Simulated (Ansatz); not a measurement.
System: rock-salt TiC. Method: r²SCAN0 (plane waves, PAW; Ansatz, a quantum-chemistry and plane-wave program).

Settings: plane-wave cutoff 520 eV, 12×12×12 k mesh, Fermi–Dirac smearing 0.05 eV, no spin polarisation, scalar-relativistic PAW data made under PBE.

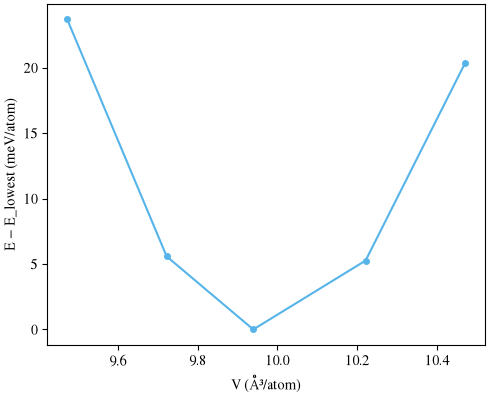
Figure: Total energy against volume

### Question
From the curve, estimate the equilibrium volume and the bulk modulus.

### Answer
V0 ≈ 10.0 Å³/atom and B0 ≈ 280 GPa; the fit gives V0 = 9.970 Å³/atom, B0 = 283 GPa, B′ = 3.9.

Measured, for comparison: bulk modulus 240 GPa (temperature not stated, not corrected to a static lattice, our sources range from 235 to 268; as tabulated in Krasnenko and Brik (2013), arXiv:1306.3139); equilibrium volume per atom 10.15 Å³/atom (temperature not stated, not corrected to a static lattice; as tabulated in Zhang et al. (2018), doi:10.1088/1367-2630/aac7f0). Computed (rounded) less measured: bulk modulus not scored (sources differ), equilibrium volume per atom -1.8 %. A static lattice is as a rule a little smaller and stiffer than an uncorrected measurement, which narrows the difference in the equilibrium volume per atom and would widen misses of the other sign.

Static lattice: no zero-point or thermal effects.

The result took about 29 core-minutes (a rough figure).
